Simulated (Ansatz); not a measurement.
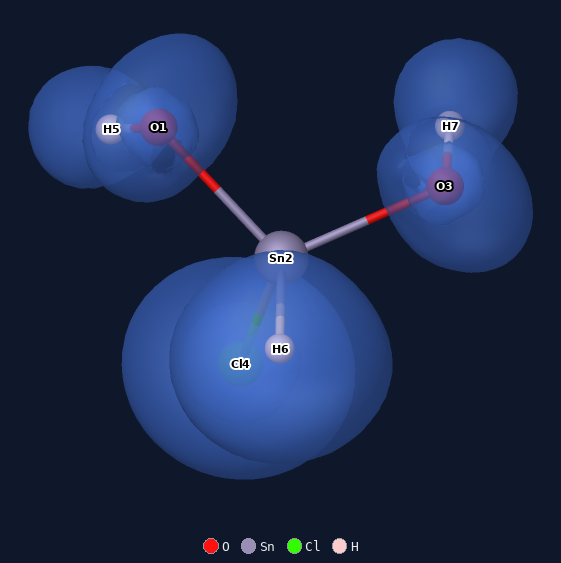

ClH3O2Sn (SMILES [OH][SnH]([OH])[Cl]). Isosurface of the electron localisation function at 0.75 (blue), seen across its widest extent. Only the valence region is drawn (cores and ρ < 0.01 e/Å³ removed).

Core potentials replace the inner electrons of Sn.

Level of theory: Ansatz, RKS BLYP/def2-SVP.

Input file:

```
crystal:
  periodic: [false, false, false]
  atoms:
    - { symbol: O, position_ang: [-0.1853, 1.4544, -0.8268] }
    - { symbol: Sn, position_ang: [-0.087, -0.0741, 0.3584] }
    - { symbol: O, position_ang: [1.6858, -0.8714, 0.1589] }
    - { symbol: Cl, position_ang: [-1.6406, -1.6534, -0.2328] }
    - { symbol: H, position_ang: [-1.1691, 1.7937, -0.752] }
    - { symbol: H, position_ang: [-0.3302, 0.4497, 2.0158] }
    - { symbol: H, position_ang: [1.7877, -1.167, -0.7673] }
basis:
  gaussian: { orbitals: def2-SVP }
hamiltonian:
  xc: blyp
relax:
  f_tol: 0.015
  max_steps: 40
output:
  orbitals: {}
```

Launched as:

```sh
ansatz run input.yaml --threads 1 --pin off --max-ram 2048MiB --backend cpu --events-out ev --progress --plain --runs-dir out
```

The fields are those of the relaxed geometry.

Q: Where are the electrons localised?

A: The surface consists of one region around a hydrogen nucleus, one region wrapped around Cl (its valence shell) and two joined regions spread over several atoms (H, O), in which their bonds and any lone pairs are merged.

Values along the shortest contacts:
Sn–O (2.01 Å): the ELF peaks at about 0.85 in the valence shell of O, 0.6 Å from its nucleus, and drops to about 0.15 between the two atoms. Sn–Cl (2.40 Å): the ELF peaks at about 0.80 in the valence shell of Cl, 0.8 Å from its nucleus, and drops to about 0.15 between the two atoms.
